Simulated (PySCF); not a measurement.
C₄H₉Cl₂In (SMILES CC(C)[CH2][In]([Cl])[Cl])

```xyz
16

In    1.0882    1.4427    1.2607
Cl    3.4407    1.4569    1.3169
Cl    0.2626    3.6429    1.2276
C    -0.1496   -0.3264    1.2719
C    -0.5092   -0.7613   -0.1457
C     0.7331   -1.0428   -0.9812
C    -1.4262    0.2405   -0.8364
H    -1.0404   -0.0875    1.8728
H     0.4343   -1.0932    1.8032
H    -1.0679   -1.7126   -0.0499
H     1.3117   -0.1147   -1.1556
H     0.4728   -1.4461   -1.9713
H     1.4072   -1.7582   -0.4860
H    -0.9268    1.2180   -0.9683
H    -2.3439    0.4200   -0.2560
H    -1.7210   -0.1122   -1.8365
```

Geometry: PBE0-D3(BJ)/def2-SVP; core potentials replace the inner electrons of In.

Theory: wB97X-D/def2-SVPD, SCF density, gas phase, scalar-relativistic core potentials on the heavy atoms (PySCF 2.14.0).

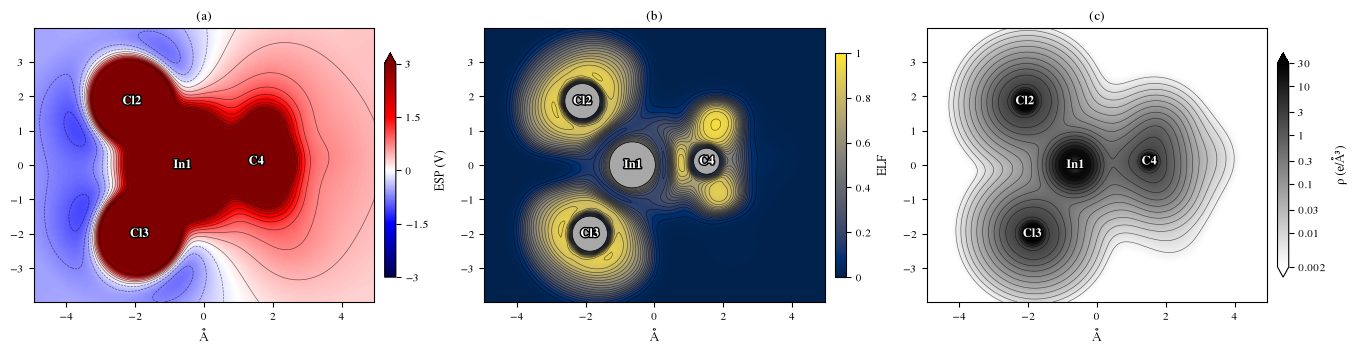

Figure 1. (a) electrostatic potential; (b) ELF; (c) electron density on the plane of atoms Cl3, In1 and C4. Grey discs cover the atomic cores in the ELF map.

Question: Describe what can be read from this map.

Answer: Atoms in the plane: In, Cl and C.
C–In (2.16 Å): ρ at the midpoint is about 0.66 e/Å³; the ELF peaks at about 0.90 in the valence shell of C, 0.7 Å from its nucleus, and drops to about 0.20 between the two atoms.
In–Cl (2.35 Å): the density is about 0.51 e/Å³ at the midpoint; the ELF peaks at about 0.85 in the valence shell of Cl, 0.8 Å from its nucleus, and drops to about 0.15 between the two atoms.
The ELF also peaks beside Cl3 and Cl2, away from the bonds: lone-pair regions.
Outside the dense part of the molecule the potential is most negative (−1.1 V) near Cl3.

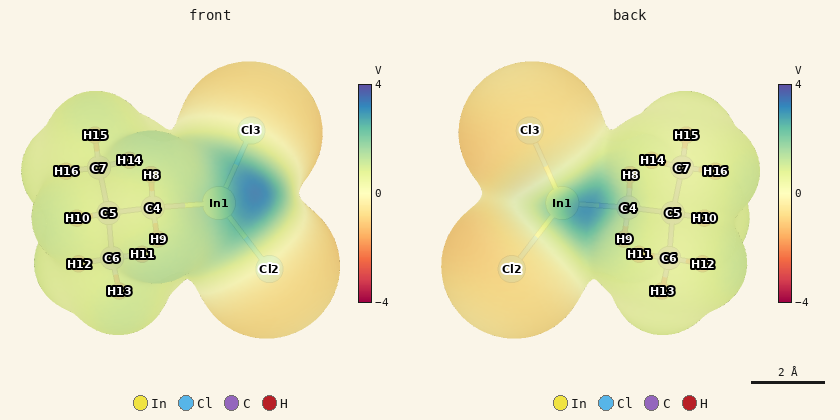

Figure 2. The molecular electrostatic potential painted on the density surface at 0.002 e/bohr³, seen from the front and from behind; red is negative and blue positive.

Question: Describe the electrostatic potential map.

Answer: The most negative region (about −1.1 V) lies over Cl2 and Cl3, the most positive (about +3.1 V) over In1.
